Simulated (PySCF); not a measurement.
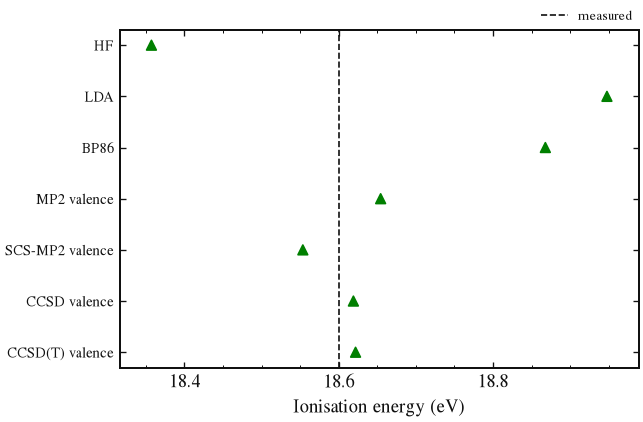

The ionisation energy of an atom or ion with 51 electrons in the configuration [Kr] 4d¹⁰ 5s² 5p³ by several methods. PySCF, def2-SVP with a 28-electron core potential, unrestricted single determinants, no spin-orbit coupling. Methods marked “valence” freeze 18 core electrons.

Name the element and charge.

Te⁺. The values run from 18.357 eV (HF) to 18.948 eV (LDA). The measured value is 18.60 ± 0.4 eV; nearest to it come CCSD valence (+0.019) and CCSD(T) valence (+0.022), furthest LDA (+0.348 eV).

Known limits: spin-orbit shift not estimated.
